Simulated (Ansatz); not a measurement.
The figure comes from a scan of SiO2 (rutile): a phonon pattern at Γ is frozen into a 6-atom cell, Q being the largest atomic displacement. These are r2SCAN (plane waves to 500 eV, PAW, scalar-relativistic; Ansatz, a quantum-chemistry and plane-wave program) values and carry that method's errors. k mesh 8×8×12 (Γ-centred), Fermi-Dirac smearing 0.05 eV. E stands for the smeared free energy. SiO2 was relaxed with its symmetry unable to fall. ΔE is measured from the undisplaced structure.

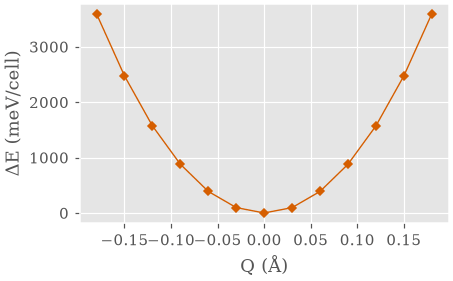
Fig. 1. ΔE (meV/cell) against Q (Å); markers are the computed points, lines only join them.

**Question.** List the plotted points as numbers.

**Answer.** To the nearest 50:

| Q (Å) | ΔE (meV/cell) |
|---|---|
| -0.180 | 3600 |
| -0.150 | 2450 |
| -0.120 | 1550 |
| -0.090 | 900 |
| -0.060 | 400 |
| -0.030 | 100 |
| 0.000 | 0 |
| 0.030 | 100 |
| 0.060 | 400 |
| 0.090 | 900 |
| 0.120 | 1550 |
| 0.150 | 2450 |
| 0.180 | 3600 |

(For displaced atoms, the force is minus the slope of the energy, and its curvature is a force constant, which sets phonon frequencies.)
